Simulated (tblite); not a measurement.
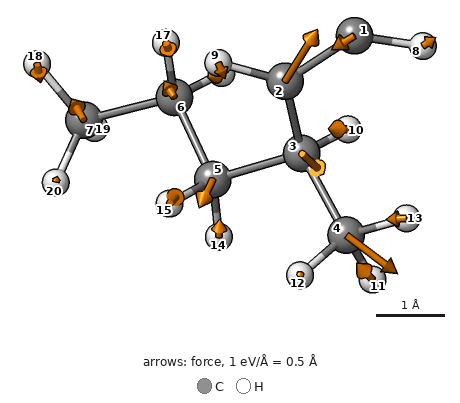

Starting geometry of C₇H₁₃ (multiplicity 2) with the computed forces as orange arrows. Style: ball-and-stick. Shown at a tilt.

The calculation used GFN2-xTB geometry optimisation, gas phase (tblite 0.8.0). 

Question: What follows when this structure is relaxed?

Answer: It isn't relaxed: the largest force vector, on a C atom, is 2.25 eV/Å. The final displacements have little in common with the starting forces (cosine between the two patterns 0.16). The energy falls by 62.3 kJ/mol in 103 geometry steps. An H atom moves most after the best rigid fit: 1.24 Å. Largest moves by element: H 1.24 Å, C 0.40 Å. Among the contacts that change: C–C 1.488 → 1.530 Å, C–H 1.132 → 1.095 Å, C–C 1.311 → 1.289 Å, C–H 1.111 → 1.092 Å. Among the angles between lasting bonds that change: C–C–H 126.1° → 138.2°, C–C–H 123.3° → 112.8°, C–C–C 118.0° → 126.1°. Groups turn about C–C by about 45°, C–C by about 45°. The run took 0.65 s on 1 thread of Arm Neoverse V1, on a shared host.
